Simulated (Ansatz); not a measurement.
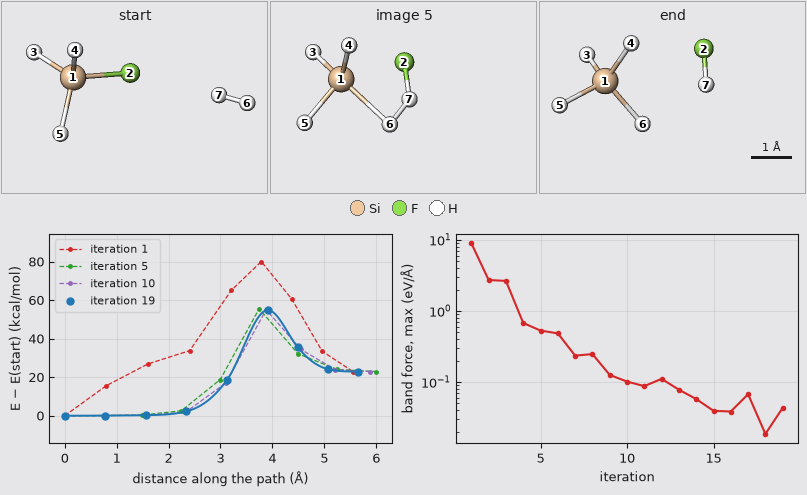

A nudged-elastic-band calculation for SiH5F, made up of SiH$_{3}$F and H₂. Images are numbered from 0 (start) to 8 (end). The plot follows the band through its iterations. A ball-and-stick model, seen from a free direction.

Theory: Ansatz, RKS CAM-B3LYP/def2-SVP. Run with 7 movable images; climbing image; force threshold 0.05 eV/Å; iteration limit 60; starting path through a guess of the saddle point.

**Judge this run.**

The result is final at these settings. The band converged in 19 iterations. The largest component of the band force went from 8.9 to 0.043 eV/Å. The climbing image converged on the top of the path. Its vibrational analysis gives one imaginary mode (1198i cm⁻¹), as a transition state must have. The first iteration put the highest image at 80.1 kcal/mol. Forward barrier 54.9 kcal/mol, backward barrier 32.0 kcal/mol, with image 5 at the top; the reaction energy is +22.9 kcal/mol.

Limits of the set-up: the start holds two separate molecules, 2.4 Å apart at their closest, whose relative position is a soft coordinate and is computed without a dispersion correction.

Cost: 120 s on 1 thread of Arm Neoverse V2, on a shared host, peak memory 0.11 GiB.
